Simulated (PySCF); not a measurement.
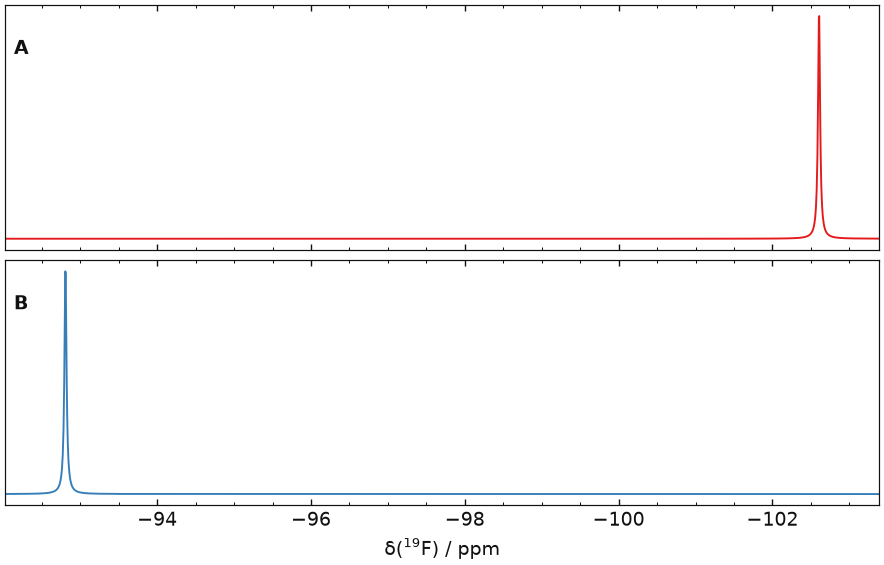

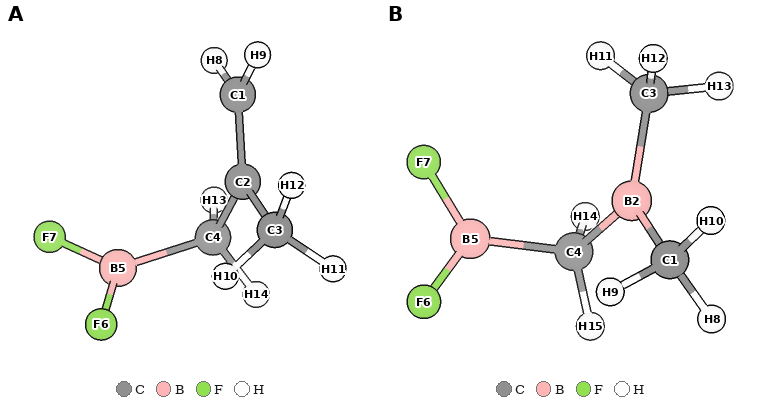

Related molecules: A is C₄H₇BF₂, SMILES C=C(C)CB(F)F; B is C₃H₈B₂F₂, SMILES CB(C)CB(F)F. GIAO ¹⁹F shifts against CFCl₃ (¹⁹F: this reference is a hard case for the method, so all values can be off together by tens of ppm, and differences between signals are safer), KT3/pcSseg-2 with PySCF, at a PBE0-D3(BJ)/def2-SVP geometry (no frequency check); fully decoupled, line heights follow the number of nuclei within a panel, widths are arbitrary (no quadrupolar broadening); values of one conformer, averaged over nuclei that symmetry or rotation about single bonds exchange, these motions taken as fast; other conformers aren't averaged in.

Question: How does the ¹⁹F shift respond?

Answer: From A (−102.6 ppm) to B (−92.8 ppm) the nucleus is deshielded by 9.8 ppm.
